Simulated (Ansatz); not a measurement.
**Pressure series in SnSe2**

Consider SnSe2 in the CdI2 type structure (space group P-3m1, No. 164; layered, stacked along the Cartesian z axis).

```
SnSe2
1.0
    3.79364     0.00000     0.00000
   -1.89682     3.28539     0.00000
    0.00000     0.00000     5.74382
Sn Se
1 2
Direct
  0.00000   0.00000   0.00000
  0.33333   0.66667   0.27602
  0.66667   0.33333   0.72398
```

Cell and atoms are relaxed at each pressure.

Calculations: PBEsol-D3(BJ) (Ansatz, a program for electronic structure; PAW; 420 eV plane waves; without spin-orbit coupling).

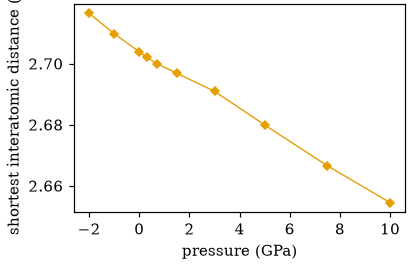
Figure: Shortest interatomic distance against pressure

Task: From the plot, what is the shortest interatomic distance for pressure 0.7 GPa?

Result: About 2.700 Å.

Task: Is the trend monotonic over the range shown?

Result: Yes, it falls throughout, spanning 5.016 bohr to 5.133 bohr.

The mesh was chosen for an insulator and is coarse for the gapless case. Load acts through the strain it causes; cell and atoms are relaxed under it. Stability against distortions was not tested. Competing high-pressure phases were not computed. The final runs are not spin-polarised.
